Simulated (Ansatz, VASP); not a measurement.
# InAs: VASP beside Ansatz

Aim: how closely do two programs agree when they are given the same cell, functional and k mesh?

Method: plane waves, with VASP 6.6.1 beside it; relaxation of cell and atoms at PBEsol with D3(BJ), in Ansatz 0.2.0.

**1. Set-up**

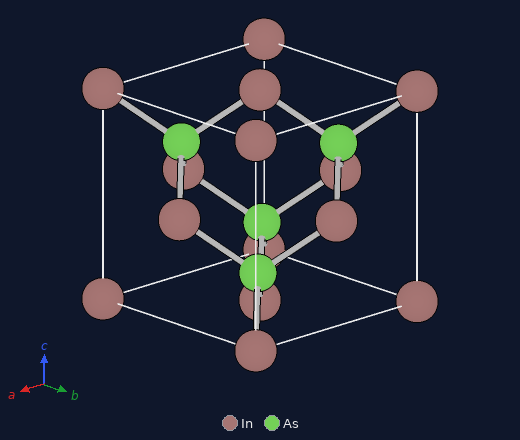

The cell as given, from a free direction (indium brown, arsenic green). This picture shows the conventional cell, with its axes. Bonds to atoms that aren't drawn are left out. Some periodic images of atoms are drawn too.

**2. Ansatz: relaxation of cell and atoms, PBEsol with D3(BJ)**

Ansatz runs on its default PAW (the set named soft_2) files.

The relaxed volume is the usual yardstick between codes: its relative difference is about their pressure difference at one cell divided by the bulk modulus.

input.yaml

```yaml
crystal:
  lattice:
    - [0.0, 3.029, 3.029]
    - [3.029, 0.0, 3.029]
    - [3.029, 3.029, 0.0]
  atoms:
    - { symbol: In, position: [0.0, 0.0, 0.0] }
    - { symbol: As, position: [0.75, 0.75, 0.75] }
hamiltonian:
  xc: pbesol
  pseudopotentials: { kind: paw }
  dispersion: d3bj
kpoints:
  mp_grid: { grid: [12, 12, 12] }
scf:
  occupations: { method: methfessel_paxton, width: 0.15 }
relax:
  f_tol: 0.01
  max_steps: 60
  cell: { stress_tol: 0.05 }
output:
  forces: true
  stress: true
  write_density: true
  write_potential: true
  elf: true
  volumetric_format: npy
```

On the command line:

```console
$ ansatz run input.yaml --threads 4 --pin off --max-ram 9216MiB --backend cpu --events-out ev --progress --plain --runs-dir out
```

Numbers of over 12 decimals in the logs are rounded to 6 here.

Output:

```text
Engine: ansatz 0.2.0, aarch64-unknown-linux-gnu
Pseudopotentials: kind: paw
Pseudopotential: In, paw, valence charge 13, recommended cutoff 420 eV (normal), In.paw.azcp
Pseudopotential: As, paw, valence charge 15, recommended cutoff 420 eV (normal), As.paw.azcp
Functional definition: PBEsol
  exchange = pbesol_x
  correlation = pbesol_c
Crystal: 2 atoms, lattice volume = 55.581 Å³
Basis set: ecut = 420 eV, 1067 PW (Γ), exchange–correlation on 60×60×60 points (8 copies of the dense FFT grid, shifted against one another)
Bands: 18, of which v1, the nominal top of the filled ones, is band 14 counted from 1 (13 counted from 0)
Symmetry: 24 space group operations
Space group: F-43m (ITA 216), of the structure as read, at distance tolerance 3.8e-5 Å
k-points: 72 of 1728 (time reversal used)
Non-local potential: In, projectors of the file, l = 0: 2, l = 1: 2, l = 2: 2, l = 3: 2
Non-local potential: As, projectors of the file, l = 0: 2, l = 1: 2, l = 2: 3, l = 3: 1
PAW form: soft (Blöchl's): semilocal exchange-correlation on the pseudo side does not see the compensation charge
PAW frozen core: In, regenerated for the run's functional, and the local potential with it (the file was generated under x = pbe(κ = 0.804, μ = 0.219515), c = pbe(β = 0.066725))
PAW frozen core: As, regenerated for the run's functional, and the local potential with it (the file was generated under x = pbe(κ = 0.804, μ = 0.219515), c = pbe(β = 0.066725))
PAW one-centre angular grid: In, 590 points (default); XC on 64 Gauss nodes
PAW one-centre angular grid: As, 590 points (default); XC on 64 Gauss nodes
Initial density: superposition of atomic densities (neutral atoms: chi_scale 0, normalization atom), corrected by the library's trained network
Initial wavefunctions: pseudopotential atomic-orbital guess
Functional: x = pbesol(κ = 0.804, μ = 0.123457), c = pbesol(β = 0.046)
SCF iter   1: F=—  HF=-10339.461836 eV  |F-HF|=—  |Δ(HF+E_count)|=         —  Δρ=4.46e-3  dr2=1.90e-2  ethr=1.77e-3  ⟨swp⟩=5.2  Hψ=6135  notcnv=0
preconditioner: auto → none  [insulator: Δε(μ)=0.733 eV  Ē_g=14.603 eV  σ=0.150 eV  W_gap=0.63  n_scr=14 (ndim 8)  ℏωp=21.1 eV  f_vac=0.107  D(μ)=0.06/eV (n_scr^D=0)  ε∞_Penn≈3.1]
SCF iter   2: F=—  HF=-10339.454527 eV  |F-HF|=—  |Δ(HF+E_count)|=   7.31e-3  S|Δr|=    0.00e0  Δρ=1.47e-3  dr2=1.02e-3  ethr=6.78e-5  ⟨swp⟩=2.0  Hψ=2154  notcnv=0
SCF iter   3: F=—  HF=-10339.454361 eV  |F-HF|=—  |Δ(HF+E_count)|=   1.66e-4  S|Δr|=    0.00e0  Δρ=4.90e-4  dr2=1.41e-4  ethr=3.66e-6  ⟨swp⟩=2.0  Hψ=2304  notcnv=0
SCF iter   4: F=—  HF=-10339.454390 eV  |F-HF|=—  |Δ(HF+E_count)|=   2.95e-5  S|Δr|=    0.00e0  Δρ=2.04e-4  dr2=1.46e-5  ethr=5.02e-7  ⟨swp⟩=2.0  Hψ=1560  notcnv=0
SCF iter   5: F=—  HF=-10339.454404 eV  |F-HF|=—  |Δ(HF+E_count)|=   1.38e-5  S|Δr|=    0.00e0  Δρ=1.67e-5  dr2=1.02e-7  ethr=3.57e-10  ⟨swp⟩=7.1  Hψ=8540  notcnv=0
SCF iter   6: F=-10339.454404 eV  HF=-10339.454404 eV  |F-HF|=3.83e-9  |Δ(HF+E_count)|=   3.77e-8  S|Δr|=    0.00e0  Δρ=4.12e-6  dr2=6.67e-9  ethr=3.57e-10  ⟨swp⟩=8.0  Hψ=7515  notcnv=0
SCF 1 converged in 6 iterations: F = -10339.454404 eV  dr2 = 6.67e-9
  greatest PAW one-centre occupation: 0.999 electrons in one spin orbital (limit 2), on the As atom at site 1 (counted from 0), in its partial waves of l = 2
relax step   1: F+E_penalty+E_count = -10339.45440392 eV  Δ(F+E_penalty+E_count) = +0.000e0 eV  max|allowed force component| = 1.133e-16 eV/Å  Δτ_max = 0.0000 Å  P = -0.969 GPa  Ω = 55.581 Å³  (6 SCF iters, dr2 threshold 1.00e-7 eV, accepted)
[...]
relax step   2: F+E_penalty+E_count = -10339.45705441 eV  Δ(F+E_penalty+E_count) = -2.650e-3 eV  max|allowed force component| = 3.542e-17 eV/Å  Δτ_max = 0.0000 Å  P = +0.381 GPa  Ω = 54.330 Å³  energy of the carried Pulay correction = +2.420e-4 eV  (5 SCF iters, dr2 threshold 2.00e-7 eV, accepted)
[...]
relax step   3: F+E_penalty+E_count = -10339.45738459 eV  Δ(F+E_penalty+E_count) = -3.302e-4 eV  max|allowed force component| = 3.469e-17 eV/Å  Δτ_max = 0.0000 Å  P = -0.012 GPa  Ω = 54.678 Å³  energy of the carried Pulay correction = +1.742e-4 eV  (4 SCF iters, dr2 threshold 2.00e-7 eV, accepted)
[...]
relax step   4: F+E_penalty+E_count = -10339.45720546 eV  Δ(F+E_penalty+E_count) = +1.791e-4 eV  max|allowed force component| = 4.163e-17 eV/Å  Δτ_max = 0.0000 Å  P = -0.012 GPa  Ω = 54.678 Å³  stress off target by 1.20e-2 GPa  SCF on the basis re-selected at this cell (its energy is not comparable with the rows above)  (5 SCF iters)
basis re-selected at this cell: Δ(F+E_penalty+E_count) = +1.791e-4 eV, ΔP = +0.000 GPa vs the last step (what re-selecting the basis moved, of the pressure what is left beyond the Pulay correction that the steps carried, after the strain that the cell walked since its last selection, with what the two solves' SCF thresholds leave and, on support functions, any second-order correction that the steps lacked; it is no m [...]
SCF converged after 5 iterations
Stability not checked: this state was not tested for a lower state beside it, because cold or Methfessel-Paxton smearing, or corrected tetrahedra, fill the levels in a way that the test cannot read (fill_not_monotonic; see scf.lower_state_search)
Free energy (F): -10339.457205 eV
Harris-Foulkes:  -10339.457205 eV  (|F-HF|=5.46e-12)
Internal energy: -10339.457374 eV  (E = F + TS)
E sigma→0 (E₀):  -10339.457248 eV
Entropy (-TS):   0.000169 eV (0.085 meV/atom)
Fermi energy:    7.879006 eV
Step filling:    the computed levels leave a gap of 0.0000 eV = 0.0 smearing widths at the electron count; against every level under it full and every level over it empty, smearing changes F+E_penalty+E_count by +0.088 meV and its σ→0 estimate by +0.046 meV
--- Per-component energies (eV) ---
  E_band       = -312.227511
  E_kinetic    = 347.600651
  E_local      = -3263.020558  (includes V_loc(G=0)·N_el)
  E_nonlocal   = -299.736608
  E_hartree    = 1577.520896
  E_xc         = -292.265835
  E_vxc        = -179.323575  (∫ρ·V_xc dr)
  E_paw        = -5877.706887  (= ΣΔE_a)
  E_vpaw       = -72.789242  (= ΣTr[D̂ρ^β])
  E_aug_tail   = 0.000034  (compensation charges beyond the density's cutoff)
  E_ewald      = -2532.413090
  E_disp       = -0.638309  (pairwise vdW)
  E_core_change = 1.202331  (= ΣΔE_core)
  E_smearing   = 0.000169  (= −TS)
  E_closure    = -0.000000  (closes the sum)
  Σ components = -10339.457205   (vs F -10339.457205, Δ=0.00e0)
--- Forces (eV/Å), atoms counted from 1 ---
  atom   1  In    -0.00000000     0.00000000     0.00000000
  atom   2  As     0.00000000    -0.00000000    -0.00000000
  max |Σ_I F_I| component: 7.40e-17 eV/Å
--- Stress (GPa, compression-positive) ---
       -0.011998       0.000000       0.000000
        0.000000      -0.011998       0.000000
        0.000000       0.000000      -0.011998
  P = ⅓ Tr σ = -0.0120 GPa (-0.120 kbar)
--- Band table (eV; the first three rows and the last of 72) ---
  k-point 0: bands = [... 10 lower, -4.1089, 7.6220, 7.8556, 7.8556, 7.8556, 11.7286, 11.7286, 11.7286]
  k-point 1: bands = [... 10 lower, -4.0341, 6.5606, 7.7615, 7.7615, 8.6572, 11.7529, 11.8668, 11.8668]
  k-point 2: bands = [... 10 lower, -3.8181, 5.3114, 7.5334, 7.5334, 9.0715, 12.1266, 12.1811, 12.1811]
  k-point 71: bands = [... 10 lower, -1.9808, 2.0831, 4.8272, 4.9049, 12.0734, 12.0861, 12.8156, 13.8470]
--- Relaxed structure (3 steps of the walk, 3 accepted, 1 SCFs on fresh bases) ---
  F+E_penalty+E_count = -10339.45720546 eV   max|allowed force component| = 4.163e-17 eV/Å   (the final SCF, on the basis selected at the relaxed cell)
  cell:  # Å, volume = 54.6779 Å³
    - [0, 3.012502, 3.012502]
    - [3.012502, 0, 3.012502]
    - [3.012502, 3.012502, 0]
  atoms:
    - { symbol: In, position: [0, 0, 0] }
    - { symbol: As, position: [0.75, 0.75, 0.75] }
```

Wall time 7.5 s (4 threads of Arm Neoverse V2, shared host); peak memory 0.43 GiB; 27 s of CPU time.

**3. VASP: relaxation of cell and atoms, PBEsol with D3(BJ)**

The same cell, functional, mesh and smearing now go to VASP, with its own data sets and cutoff.

Lines of VASP's logs that name or quote its potential files are left out, and so is its time.

INCAR

```
SYSTEM = InAs
PREC = Accurate
ENCUT = 450
EDIFF = 1E-07
NELM = 100
ISMEAR = 1
SIGMA = 0.15
LREAL = .FALSE.
ALGO = Normal
GGA = PS
IVDW = 12
NBANDS = 15
LORBIT = 11
LWAVE = .FALSE.
LCHARG = .FALSE.
KPAR = 4
IBRION = 2
NSW = 50
ISIF = 3
EDIFFG = -0.002
```

POSCAR

```
InAs
1.0
    0.0000000000      3.0290000000      3.0290000000
    3.0290000000      0.0000000000      3.0290000000
    3.0290000000      3.0290000000      0.0000000000
In As
1 1
Direct
    0.0000000000      0.0000000000      0.0000000000
    0.7500000000      0.7500000000      0.7500000000
```

KPOINTS

```
Automatic mesh
0
Gamma
12 12 12
0 0 0
```

Potentials, in the order of the species: In_d and As (PBE family, release 64).

On the command line:

```console
$ mpirun -np 4 vasp_std
```

Output:

```text
[banner, memory and clock lines left out]
running    4 mpi-ranks, on    1 nodes
 distrk:  each k-point on    1 cores,    4 groups
 distr:  one band on    1 cores,    1 groups

 POSCAR found type information on POSCAR InAs
 POSCAR found :  2 types and       2 ions
|                                                                             |
|               ----> ADVICE to this user running VASP <----                  |
|                                                                             |
|     You enforced a specific xc type in the INCAR file but a different       |
|     [... a line on the potential file left out ...]
|     I HOPE YOU KNOW WHAT YOU ARE DOING!                                     |
|                                                                             |

 LDA part: xc-table for (Slater+PW92), standard interpolation
 POSCAR, INCAR and KPOINTS ok, starting setup
 FFT: planning ... GRIDC
 FFT: planning ... GRID_SOFT
 FFT: planning ... GRID
 WAVECAR not read
 entering main loop
       N       E                     dE             d eps       ncg     rms          rms(c)
DAV:   1     0.106163114099E+03    0.10616E+03   -0.76602E+03  2174   0.115E+03
DAV:   2    -0.159272047495E+01   -0.10776E+03   -0.10407E+03  2300   0.284E+02
DAV:   3    -0.860452872922E+01   -0.70118E+01   -0.69764E+01  2797   0.758E+01
DAV:   4    -0.877623055496E+01   -0.17170E+00   -0.17166E+00  2598   0.134E+01
DAV:   5    -0.878359921997E+01   -0.73687E-02   -0.73685E-02  3300   0.234E+00    0.442E+00
DAV:   6    -0.851955186961E+01    0.26405E+00   -0.39996E-01  3378   0.120E+01    0.243E+00
DAV:   7    -0.848796091561E+01    0.31591E-01   -0.11090E-01  3069   0.346E+00    0.685E-01
DAV:   8    -0.848638729634E+01    0.15736E-02   -0.12831E-02  2781   0.138E+00    0.195E-01
DAV:   9    -0.848662076954E+01   -0.23347E-03   -0.88794E-04  2692   0.286E-01    0.110E-01
DAV:  10    -0.848668784687E+01   -0.67077E-04   -0.12602E-04  3346   0.165E-01    0.678E-02
DAV:  11    -0.848670675509E+01   -0.18908E-04   -0.54786E-05  2454   0.108E-01    0.510E-02
DAV:  12    -0.848670671886E+01    0.36222E-07   -0.58651E-06  2535   0.268E-02    0.804E-03
DAV:  13    -0.848670680465E+01   -0.85780E-07   -0.12392E-06  2797   0.605E-03    0.374E-03
DAV:  14    -0.848670673624E+01    0.68409E-07   -0.62041E-08  1990   0.256E-03
   1 F= -.91145543E+01 E0= -.91146117E+01  d E =-.911455E+01
 curvature:   0.00 expect dE= 0.000E+00 dE for cont linesearch  0.000E+00
 trial: gam= 0.00000 g(F)=  0.166E-47 g(S)=  0.609E-02 ort = 0.000E+00 (trialstep = 0.100E+01)
 search vector abs. value=  0.609E-02
 bond charge predicted
       N       E                     dE             d eps       ncg     rms          rms(c)
DAV:   1    -0.854825007204E+01   -0.61543E-01   -0.16726E+00  2720   0.249E+01    0.178E+00
DAV:   2    -0.848537779045E+01    0.62872E-01   -0.12553E-01  2678   0.868E+00    0.608E-01
DAV:   3    -0.847533050497E+01    0.10047E-01   -0.27281E-02  2783   0.354E+00    0.371E-01
DAV:   4    -0.847526228273E+01    0.68222E-04   -0.13170E-03  2349   0.324E-01    0.266E-01
DAV:   5    -0.847509403715E+01    0.16825E-03   -0.15611E-04  2582   0.117E-01    0.103E-01
DAV:   6    -0.847508877120E+01    0.52659E-05   -0.52227E-05  3408   0.857E-02    0.161E-02
DAV:   7    -0.847508729732E+01    0.14739E-05   -0.50522E-06  2737   0.353E-02    0.279E-03
DAV:   8    -0.847508722264E+01    0.74676E-07   -0.67926E-07  2580   0.176E-02
   2 F= -.91161774E+01 E0= -.91162333E+01  d E =-.162306E-02
 trial-energy change:   -0.001623  1 .order   -0.001529   -0.006095    0.003036
 step:   0.6809(harm=  0.6675)  dis= 0.00000  next Energy=    -9.116659 (dE=-0.210E-02)
 bond charge predicted
       N       E                     dE             d eps       ncg     rms          rms(c)
DAV:   1    -0.848720897739E+01   -0.12122E-01   -0.17461E-01  2734   0.833E+00    0.550E-01
DAV:   2    -0.848093541476E+01    0.62736E-02   -0.12266E-02  2685   0.258E+00    0.197E-01
DAV:   3    -0.847986447604E+01    0.10709E-02   -0.30269E-03  2783   0.117E+00    0.113E-01
DAV:   4    -0.847985762239E+01    0.68536E-05   -0.14508E-04  2321   0.110E-01    0.828E-02
DAV:   5    -0.847983214629E+01    0.25476E-04   -0.15101E-05  2560   0.351E-02    0.361E-02
DAV:   6    -0.847982673014E+01    0.54162E-05   -0.64610E-06  3380   0.272E-02    0.506E-03
DAV:   7    -0.847982721990E+01   -0.48976E-06   -0.72677E-07  2843   0.140E-02    0.971E-04
DAV:   8    -0.847982719249E+01    0.27408E-07   -0.10176E-07  1374   0.721E-03
   3 F= -.91166517E+01 E0= -.91167079E+01  d E =-.209736E-02
 curvature:  -0.33 expect dE=-0.486E-09 dE for cont linesearch -0.486E-09
 trial: gam=-0.00049 g(F)=  0.230E-47 g(S)=  0.146E-08 ort = 0.298E-05 (trialstep = 0.936E+00)
 search vector abs. value=  0.100E-09
 reached required accuracy - stopping structural energy minimisation
```

OUTCAR, selected parts (step 3):

```text
ion  position               nearest neighbor table
   1  0.000  0.000  0.000-   2 2.62   2 2.62   2 2.62   2 2.62
   2  0.750  0.750  0.750-   1 2.62   1 2.62   1 2.62   1 2.62

  LATTYP: Found a face centered cubic cell.
 ALAT       =     6.0580000000

 Subroutine GETGRP returns: Found 24 space group operations
 (whereof 24 operations were pure point group operations)

The static configuration has the point symmetry T_d .

 Found     72 irreducible k-points:

   k-points           NKPTS =     72   k-points in BZ     NKDIM =     72   number of bands    NBANDS=     15

   dimension x,y,z NGX =    30 NGY =   30 NGZ =   30
   dimension x,y,z NGXF=    60 NGYF=   60 NGZF=   60

   ENCUT  =  450.0 eV  33.07 Ry    5.75 a.u.   7.41  7.41  7.41*2*pi/ulx,y,z

   NELECT =      18.0000    total number of electrons

 k-points in reciprocal lattice and weights: Automatic mesh
   0.00000000  0.00000000  0.00000000       0.001
   0.08333333  0.00000000  0.00000000       0.005
   0.16666667  0.00000000  0.00000000       0.005
   0.25000000  0.00000000  0.00000000       0.005
   0.33333333  0.00000000  0.00000000       0.005
   0.41666667  0.00000000  0.00000000       0.005
   0.50000000  0.00000000  0.00000000       0.002
   0.08333333  0.08333333  0.00000000       0.003
   0.16666667  0.08333333  0.00000000       0.014
[...]
-0.33333333  0.50000000  0.16666667       0.007
  -0.25000000  0.50000000  0.25000000       0.003

 Edisp (eV)   -0.64109

 average (electrostatic) potential at core
       1 -96.3538       2 -49.4216

 E-fermi :   4.4870

 k-point     1 :       0.0000    0.0000    0.0000
  band No.  band energies     occupation
    ...
      6      -7.4859      2.00000
      7       4.2253      2.03327
      8       4.4636      1.26095
      9       4.4636      1.26095
     10       4.4636      1.26095
     11       8.3219      0.00000
     12       8.3219      0.00000
     13       8.3219      0.00000
     14      11.8204      0.00000
     15      14.1525      0.00000

 k-point     2 :       0.0833    0.0000    0.0000
  band No.  band energies     occupation
    ...
      5      -9.7573      2.00000
      6      -7.4113      2.00000
      7       3.1668      2.00000
      8       4.3694      1.97176
      9       4.3694      1.97176
     10       5.2616     -0.00000
     11       8.3473      0.00000
     12       8.4600      0.00000
     13       8.4600      0.00000
     14      12.2657      0.00000
    ...

 k-point     3 :       0.1667    0.0000    0.0000
  band No.  band energies     occupation
    ...
      5      -9.7572      2.00000
      6      -7.1959      2.00000
      7       1.9184      2.00000
      8       4.1413      2.00529
      9       4.1413      2.00529
     10       5.6734     -0.00000
     11       8.7234      0.00000
     12       8.7739      0.00000
     13       8.7739      0.00000
     14      12.9129      0.00000
    ...

 Edisp (eV)   -0.63682

  Total      -0.00014    -0.00014    -0.00014     0.00000    -0.00000    -0.00000
  in kB      -0.00415    -0.00415    -0.00415     0.00000    -0.00000    -0.00000
  external pressure =       -0.00 kB  Pullay stress =        0.00 kB

  energy-cutoff  :      450.00
  volume of cell :       54.79
      direct lattice vectors                 reciprocal lattice vectors
     0.000000000  3.014562727  3.014562727    -0.165861535  0.165861535  0.165861535
     3.014562727  0.000000000  3.014562727     0.165861535 -0.165861535  0.165861535
     3.014562727  3.014562727  0.000000000     0.165861535  0.165861535 -0.165861535

 POSITION                                       TOTAL-FORCE (eV/Angst)
 -----------------------------------------------------------------------------------
      0.00000      0.00000      0.00000         0.000000      0.000000      0.000000
      4.52184      4.52184      4.52184        -0.000000     -0.000000     -0.000000
 -----------------------------------------------------------------------------------
    total drift:                                0.000000      0.000000      0.000000

  FREE ENERGIE OF THE ION-ELECTRON SYSTEM (eV)
  ---------------------------------------------------
  free  energy   TOTEN  =        -9.1166516982 eV

  energy  without entropy=       -9.1168203339  energy(sigma->0) =       -9.11670791

 reached required accuracy - stopping structural energy minimisation

 total charge
# of ion       s       p       d       tot
------------------------------------------
    1        0.850   0.747   9.890  11.486
    2        1.223   1.568   0.023   2.813
--------------------------------------------------
tot          2.072   2.314   9.913  14.299

[... 3 further parts left out ...]
```

CONTCAR:

```
InAs
   1.00000000000000
     0.0000000000000000    3.0145627268369095    3.0145627268369095
     3.0145627268369095    0.0000000000000000    3.0145627268369095
     3.0145627268369095    3.0145627268369095    0.0000000000000000
  In              As
     1     1
Direct
     0.0000000000000000    0.0000000000000000    0.0000000000000000
     0.7500000000000000    0.7500000000000000    0.7500000000000000
```

**4. Differences**

Known differences besides the PAW data sets themselves: both relaxations stop at a tolerance, which leaves soft axes loose, and VASP keeps its plane-wave basis; the data sets hold 28 valence electrons in Ansatz (default PAW (the set named soft_2) files) and 18 in VASP; the cutoff is 420 eV in Ansatz and 450 eV in VASP; Ansatz makes its cores anew for this functional, VASP keeps those of its PBE data sets; VASP leaves aspherical gradient terms in its spheres out (LASPH is not set), Ansatz keeps them; Ansatz adds a Pulay correction to the stress that steers its cell, VASP none. Total energies have different zeros and are not compared.

Both answers:

| quantity | Ansatz | VASP | difference |
| --- | --- | --- | --- |
| volume (Å³) | 54.68 | 54.79 | -0.20 % |
| edge a after relaxation, in the typed setting (Å) | 4.260 | 4.263 | -0.07 % |

The walks stopped with -0.01 GPa left in Ansatz and 0.00 GPa in VASP; each walk ends within a tolerance, so the volume difference is uncertain by about these residues over the bulk modulus, most in soft cells.

**5. Results**

```yaml
difference_in_volume_relaxation_of_cell_and_atoms_pbesol_with_d3_bj: -0.20 %
```

**Reading.** The difference in volume is -0.20 % (relaxation of cell and atoms, PBEsol with D3(BJ)), within the 1.2 % picked in this series as the mark of a large difference, as far as the stopping tolerances let one tell. Differences of this kind measure data sets and numerical settings, not the functional's error against experiment.

[Lines on the potential files, build, host, timing and source positions are cut from VASP's logs without a mark.]

[Logs are printed without paths, hosts, clocks, repeated set-up lines and the standing remarks that a program may print on its own settings, such as how far it seeks lower states.]

[Hosts, paths, dates, database ids (printed as entryN), source tags and the programs' standing remarks are cut or masked in the printed files.]
